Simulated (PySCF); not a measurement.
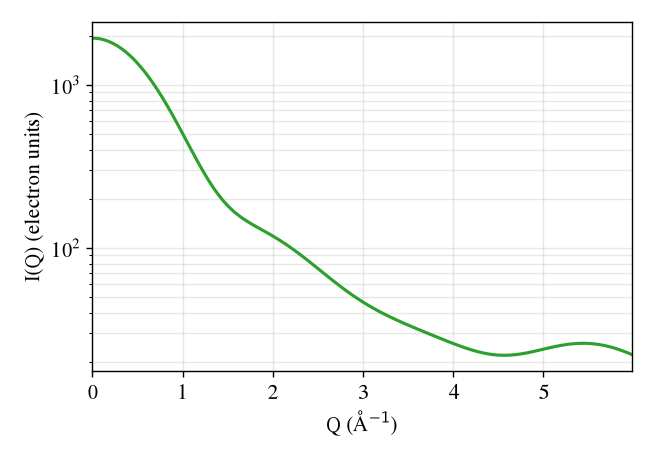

Elastic X-ray scattering of a randomly oriented, rigid molecule, calculated with the Debye equation from neutral-atom form factors (independent atoms, no Compton part, no vibration). The geometry is the end point of an optimisation (PBE0-D3(BJ)/def2-SVP geometry optimisation, gas phase in PySCF 2.14.0, density-fitted response routines); it may be a saddle point or a higher isomer. It contains C, H.

Question: How many electrons does the independent-atom model of the molecule hold?

Answer: I(0) is the square of the electron number: I(0) = 1940, so about 44 electrons, the count of C6H8.

Question: What radius of gyration does the initial fall-off give?

Answer: From I(Q) ≈ I(0) exp(−Q²R²/3) at small Q, R ≈ 2.07 Å. It is larger than the electron-weighted radius of the nuclear positions alone (1.91 Å), because each atom's electron cloud adds to it.
